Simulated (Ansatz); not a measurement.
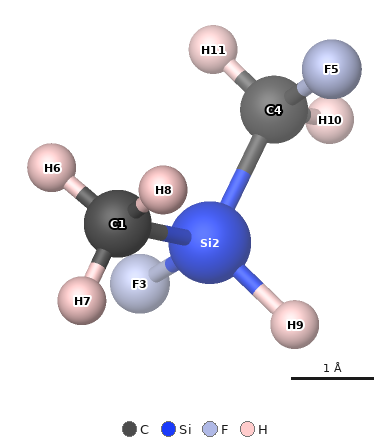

**Figure 1.** The input geometry (ball-and-stick view, seen at a tilt; atoms are numbered from 1 in the order of the input). Bond lengths as drawn: C–F 1.38 Å, C–H 1.09 Å, C–Si 1.86 to 1.89 Å, F–Si 1.62 Å and H–Si 1.47 Å.

**Nudged elastic band of C2H6F2Si (part 1 of 2)**

System: C2H6F2Si, SMILES C[SiH](F)CF.
Method: RHF/def2-SVP (Ansatz 0.2.0).

It belongs to a series of runs on one base structure; here: band between the two ends. Figures and captions count atoms from 1; the log counts them from 0 in places.

The input:
```yaml
crystal:
  periodic: [false, false, false]
  atoms:
    - { symbol: C, position_ang: [-0.926078, -0.637819, 1.11898] }
    - { symbol: Si, position_ang: [0.659445, -0.032859, 0.350189] }
    - { symbol: F, position_ang: [1.687173, -1.272708, 0.181097] }
    - { symbol: C, position_ang: [0.372749, 0.632533, -1.399671] }
    - { symbol: F, position_ang: [-0.533031, 1.666054, -1.316389] }
    - { symbol: H, position_ang: [-1.360469, -1.449108, 0.530569] }
    - { symbol: H, position_ang: [-0.759836, -1.005202, 2.133536] }
    - { symbol: H, position_ang: [-1.653843, 0.175729, 1.164569] }
    - { symbol: H, position_ang: [1.326299, 0.988211, 1.179081] }
    - { symbol: H, position_ang: [1.288555, 1.009977, -1.857438] }
    - { symbol: H, position_ang: [-0.035666, -0.131809, -2.063823] }
basis:
  gaussian: { orbitals: def2-SVP }
hamiltonian:
  xc: hf
neb:
  order_check: false
  images: 9
  f_tol: 0.03
  max_iterations: 59
  final_atoms:
    - { symbol: C, position_ang: [-0.92414446, -0.6692942, 1.10464058] }
    - { symbol: Si, position_ang: [0.67007843, -0.14563179, 0.29475237] }
    - { symbol: F, position_ang: [1.53613011, -1.45689679, -0.09564203] }
    - { symbol: C, position_ang: [0.35782379, 0.75974376, -1.3394065] }
    - { symbol: F, position_ang: [-0.40573767, 1.87357245, -1.07252268] }
    - { symbol: H, position_ang: [-0.73658184, -1.18296993, 2.04978162] }
    - { symbol: H, position_ang: [-1.54643287, 0.20502114, 1.30921405] }
    - { symbol: H, position_ang: [-1.48828523, -1.34382389, 0.456478] }
    - { symbol: H, position_ang: [1.49997848, 0.68664613, 1.18548365] }
    - { symbol: H, position_ang: [1.28409677, 1.08180054, -1.81806624] }
    - { symbol: H, position_ang: [-0.18162751, 0.13483159, -2.05401282] }
  initial_path:
    images:
      - { positions_ang: [[-0.926078, -0.637819, 1.11898], [0.659445, -0.032859, 0.350189], [1.687173, -1.272708, 0.181097], [0.372749, 0.632533, -1.399671], [-0.533031, 1.666054, -1.316389], [-1.360469, -1.449108, 0.530569], [-0.759836, -1.005202, 2.133536], [-1.653843, 0.175729, 1.164569], [1.326299, 0.988211, 1.179081], [1.288555, 1.009977, -1.857438], [-0.035666, -0.131809, -2.063823]] }
      - { positions_ang: [[-0.91402119, -0.6443859, 1.12021042], [0.65742417, -0.04850467, 0.33444714], [1.64533109, -1.30477893, 0.14082283], [0.38060291, 0.65296758, -1.38922767], [-0.51695076, 1.69666154, -1.28444522], [-1.27623518, -1.50897617, 0.65891259], [-0.80723771, -0.84804337, 2.12330686], [-1.67438555, 0.07083256, 1.0277105], [1.35323858, 0.94469723, 1.1877547], [1.28424347, 1.0227386, -1.84315001], [-0.06671184, -0.09020948, -2.05564213]] }
      - { positions_ang: [[-0.90196439, -0.6509528, 1.12144084], [0.65540335, -0.06415035, 0.31870528], [1.60348919, -1.33684985, 0.10054866], [0.38845682, 0.67340216, -1.37878435], [-0.50087052, 1.72726907, -1.25250144], [-1.19200137, -1.56884433, 0.78725618], [-0.85463941, -0.69088474, 2.11307771], [-1.69492809, -0.03406387, 0.890852], [1.38017816, 0.90118346, 1.19642839], [1.27993195, 1.0355002, -1.82886203], [-0.09775768, -0.04860995, -2.04746125]] }
      - { positions_ang: [[-0.88990758, -0.6575197, 1.12267126], [0.65338252, -0.07979602, 0.30296342], [1.56164728, -1.36892078, 0.06027449], [0.39631073, 0.69383674, -1.36834102], [-0.48479028, 1.75787661, -1.22055767], [-1.10776755, -1.6287125, 0.91559977], [-0.90204112, -0.53372611, 2.10284857], [-1.71547064, -0.13896031, 0.7539935], [1.40711773, 0.85766969, 1.20510209], [1.27562042, 1.0482618, -1.81457404], [-0.12880352, -0.00701043, -2.03928038]] }
      - { positions_ang: [[-0.87785078, -0.6640866, 1.12390169], [0.6513617, -0.09544169, 0.28722155], [1.51980538, -1.4009917, 0.02000032], [0.40416464, 0.71427132, -1.3578977], [-0.46871005, 1.78848414, -1.18861389], [-1.02353373, -1.68858067, 1.04394337], [-0.94944282, -0.37656748, 2.09261942], [-1.73601318, -0.24385675, 0.61713501], [1.43405731, 0.81415592, 1.21377579], [1.2713089, 1.0610234, -1.80028605], [-0.15984936, 0.0345891, -2.03109951]] }
      - { positions_ang: [[-0.86579397, -0.67065349, 1.12513211], [0.64934087, -0.11108737, 0.27147969], [1.47796347, -1.43306263, -0.02027385], [0.41201855, 0.7347059, -1.34745437], [-0.45262981, 1.81909168, -1.15667011], [-0.93929991, -1.74844883, 1.17228696], [-0.99684453, -0.21940886, 2.08239028], [-1.75655573, -0.34875318, 0.48027651], [1.46099689, 0.77064215, 1.22244948], [1.26699737, 1.073785, -1.78599806], [-0.1908952, 0.07618862, -2.02291863]] }
      - { positions_ang: [[-0.87746407, -0.67038164, 1.1210338], [0.65348838, -0.11799625, 0.27613423], [1.4895968, -1.43782946, -0.03534748], [0.4011796, 0.73971347, -1.3458448], [-0.44325138, 1.82998783, -1.13984062], [-0.8987563, -1.63535305, 1.34778589], [-1.10676219, -0.13452286, 1.92775503], [-1.70290163, -0.54776732, 0.47551681], [1.46879321, 0.75384295, 1.21505632], [1.27041725, 1.07538811, -1.7924117], [-0.18904167, 0.08791722, -2.02913747]] }
      - { positions_ang: [[-0.88913417, -0.67010978, 1.1169355], [0.65763589, -0.12490514, 0.28078876], [1.50123013, -1.44259629, -0.05042112], [0.39034065, 0.74472105, -1.34423523], [-0.43387295, 1.84088399, -1.12301114], [-0.85821268, -1.52225727, 1.52328482], [-1.21667986, -0.04963686, 1.77311979], [-1.64924753, -0.74678147, 0.4707571], [1.47658953, 0.73704374, 1.20766315], [1.27383713, 1.07699122, -1.79882533], [-0.18718813, 0.09964581, -2.03535631]] }
      - { positions_ang: [[-0.90080426, -0.66983792, 1.11283719], [0.66178341, -0.13181402, 0.2854433], [1.51286345, -1.44736313, -0.06549475], [0.37950169, 0.74972862, -1.34262565], [-0.42449452, 1.85178014, -1.10618165], [-0.81766907, -1.40916149, 1.69878376], [-1.32659753, 0.03524914, 1.61848454], [-1.59559343, -0.94579561, 0.4659974], [1.48438584, 0.72024454, 1.20026998], [1.27725701, 1.07859432, -1.80523897], [-0.18533459, 0.1113744, -2.04157515]] }
      - { positions_ang: [[-0.91247436, -0.66956606, 1.10873888], [0.66593092, -0.13872291, 0.29009784], [1.52449678, -1.45212996, -0.08056839], [0.36866274, 0.75473619, -1.34101608], [-0.41511609, 1.8626763, -1.08935216], [-0.77712545, -1.29606571, 1.87428269], [-1.4365152, 0.12013514, 1.46384929], [-1.54193933, -1.14480975, 0.4612377], [1.49218216, 0.70344533, 1.19287681], [1.28067689, 1.08019743, -1.8116526], [-0.18348105, 0.12310299, -2.04779398]] }
      - { positions_ang: [[-0.92414446, -0.6692942, 1.10464058], [0.67007843, -0.14563179, 0.29475237], [1.53613011, -1.45689679, -0.09564203], [0.35782379, 0.75974376, -1.3394065], [-0.40573767, 1.87357245, -1.07252268], [-0.73658184, -1.18296993, 2.04978162], [-1.54643287, 0.20502114, 1.30921405], [-1.48828523, -1.34382389, 0.456478], [1.49997848, 0.68664613, 1.18548365], [1.28409677, 1.08180054, -1.81806624], [-0.18162751, 0.13483159, -2.05401282]] }
```

Run on 1 thread of Intel Xeon (Emerald Rapids), 360 GiB of memory available, shared host.

Run as:
```bash
ansatz run input.yaml --threads 1 --pin off --max-ram 2048MiB --backend cpu --events-out ev --progress --plain --runs-dir out
```

Log:
```
Engine: ansatz 0.2.0, x86_64-unknown-linux-gnu
Functional definition: HF
  exchange = exact_x
  correlation = 0
1100 factors; integrals over basis functions are off by at most 4.5e-4 eV
mean field evaluation 1: about -15420.3915 eV, gradient 3.5e1 eV
mean field evaluation 2: about -15420.4546 eV, gradient 3.5e1 eV
mean field evaluation 4: about -15423.1535 eV, gradient 3.4e0 eV
mean field evaluation 8: about -15423.1901 eV, gradient 1.2e-4 eV
mean field -15423.19013380 eV, -566.7917832033 hartree, gradient 1.9e-5 eV, S^2 0.000000; 0 other end points of the search recorded, 0 dependent functions left out
the calculation of the forces begins
reference -15423.19013380 eV, -566.7917832033 hartree; 25, 25 occupied and 79, 79 virtual orbitals, 1100 factors
1100 factors; integrals over basis functions are off by at most 5.3e-4 eV
mean field evaluation 16: about -15423.1853 eV, gradient 7.3e-1 eV
mean field -15423.19012963 eV, -566.7917830501 hartree, gradient 1.9e-5 eV, S^2 0.000000; 0 other end points of the search recorded, 0 dependent functions left out
[... from here on the field's lines of each further geometry are left out, up to the last ...]
NEB iter   1: max|band force component| = 7.117e0 eV/Å  barrier→ = 1.3223 eV  barrier← = 1.3223 eV  Δτ_max = 0.1170 Å  (368 SCF iters)
NEB iter   2: max|band force component| = 1.097e0 eV/Å  barrier→ = 0.1047 eV  barrier← = 0.1047 eV  Δτ_max = 0.0624 Å  (288 SCF iters)
NEB iter   3: max|band force component| = 3.436e-1 eV/Å  barrier→ = 0.0614 eV  barrier← = 0.0614 eV  CI = image 5  Δτ_max = 0.0171 Å  (286 SCF iters)
NEB iter   4: max|band force component| = 7.762e-2 eV/Å  barrier→ = 0.0578 eV  barrier← = 0.0578 eV  CI = image 5  Δτ_max = 0.0115 Å  (288 SCF iters)
the calculation of the forces begins
reference -15423.18434216 eV, -566.7915703647 hartree; 25, 25 occupied and 79, 79 virtual orbitals, 1100 factors
1100 factors; integrals over basis functions are off by at most 5.1e-4 eV
mean field -15423.13275751 eV, -566.7896746638 hartree, gradient 6.0e-5 eV, S^2 0.000000; 1 other end points of the search recorded, 0 dependent functions left out
the calculation of the forces begins
reference -15423.13275751 eV, -566.7896746638 hartree; 25, 25 occupied and 79, 79 virtual orbitals, 1100 factors
NEB iter   5: max|band force component| = 1.689e-2 eV/Å  barrier→ = 0.0574 eV  barrier← = 0.0574 eV  CI = image 5  Δτ_max = 0.0000 Å  (581 SCF iters)
```

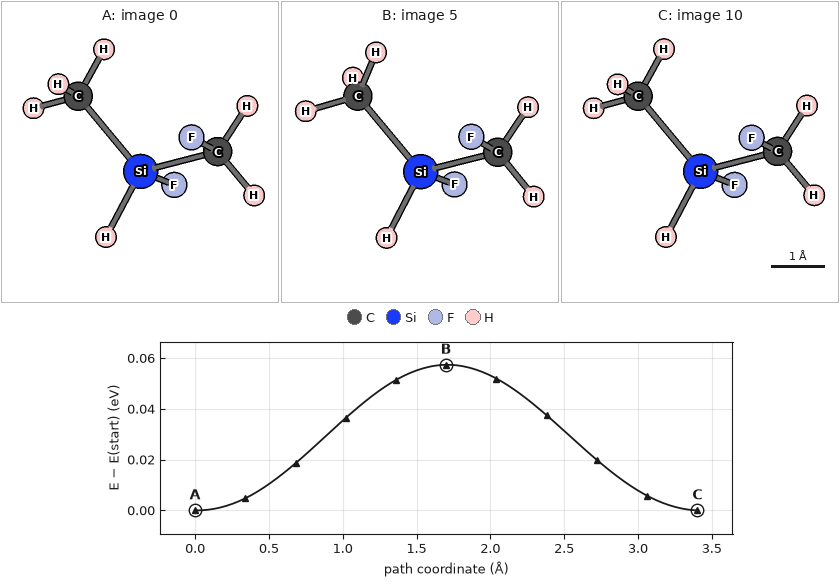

**Figure 2.** Images of the last band (counted from 0; ball-and-stick, seen at a tilt) above the energy along the path; the line is a cubic interpolation that uses the forces. The highest image is number 5, 0.057 eV above the start and 0.057 eV above the end (the climbing image); start and end have the same energy. The path is 3.40 Å long. The band converged in 5 iterations.

```
Total energy: -15423.13275751 eV, -566.7896746638 hartree
Atom 0 at    -0.931061    -0.658428     1.111749 Å, force     0.007692    -0.003017    -0.000984 eV/Å
Atom 1 at     0.671649    -0.127201     0.301604 Å, force    -0.002757     0.008629     0.005219 eV/Å
Atom 2 at     1.552022    -1.438550    -0.058304 Å, force    -0.002025     0.002570    -0.004988 eV/Å
Atom 3 at     0.365012     0.744023    -1.352091 Å, force    -0.014816     0.010408     0.004494 eV/Å
Atom 4 at    -0.451615     1.826883    -1.110838 Å, force     0.007791    -0.006440    -0.006332 eV/Å
Atom 5 at    -0.935511    -1.741010     1.257420 Å, force    -0.001718     0.002771    -0.002012 eV/Å
Atom 6 at    -1.061069    -0.186211     2.087063 Å, force     0.000043     0.001162    -0.002955 eV/Å
Atom 7 at    -1.790786    -0.393292     0.493201 Å, force     0.001779     0.001066     0.003132 eV/Å
Atom 8 at     1.496799     0.725779     1.177124 Å, force    -0.000340    -0.008015     0.000070 eV/Å
```
